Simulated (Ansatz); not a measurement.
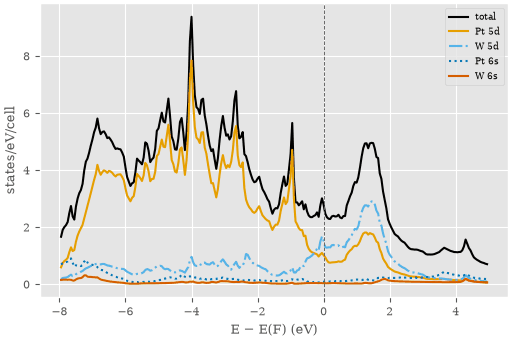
Figure. Total and projected density of states of Pt3W in space group I4/mmm (No. 139; Pt on 4d, Pt on 2b, W on 2a), plane-wave PAW r²SCAN (Ansatz code)

Which orbitals carry the states next to the Fermi level?

Within 0.5 eV of the Fermi level: W 5d 51 %, Pt 5d 39 %. Projections are on Löwdin-orthogonalised atomic valence shells; empty p or d shells of many metals are not among them.

Where is the tallest occupied peak in this window, and what makes it?

Near -4.0 eV, about 9.4 states/eV per cell; the largest projected share is Pt 5d.

The first step of the workflow began from a Materials Project structure, measured or hypothetical; the Crystallography Open Database copy checked does not list it. Its standing as an ambient phase is unchecked. The cell was relaxed with r²SCAN under the symmetry of its start; its stability against distortions is not shown here. No spin polarisation was allowed. Scalar-relativistic: spin–orbit coupling is off unless named, which matters more the heavier the elements.

Potentials: the later of the program's two PAW sets.
